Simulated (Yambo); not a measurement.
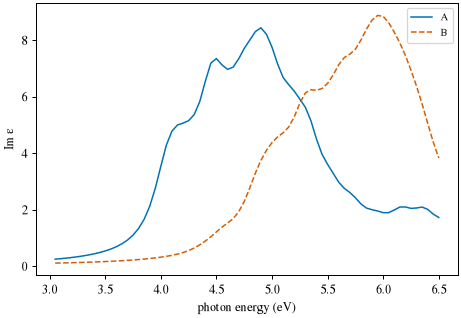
Two computed absorption spectra of BaTiO₃ (space group R3m, No. 160) (Yambo, PBEsol bands with the same scissor, field along x)

Axes are Cartesian, with cell vectors (Å) (2.85, 1.64, 2.34), (-2.85, 1.64, 2.34), (0.00, -3.29, 2.34).

Question: Which curve includes the electron-hole attraction (BSE)?

Answer: Curve A: the attraction moves weight to lower energy (centre of the plotted range 4.9 eV against 5.6 eV). Settings: 6×6×6 mesh, 12 valence and 3 conduction bands, static screening with 43 bands and a 3 Ry block, scissor 1.65 eV, Tamm-Dancoff. The scissor comes from a G0W0 run whose convergence isn't established. Broadening 0.15 eV. The band window holds all transitions up to 6.5 eV. On this mesh the peak heights and the fine structure are mesh artefacts; only the shift of weight is robust.

Geometry of the Materials Project entry, not relaxed at this level; primitive cell a = b = c = 4.0338 Å, α = β = γ = 89.84°.
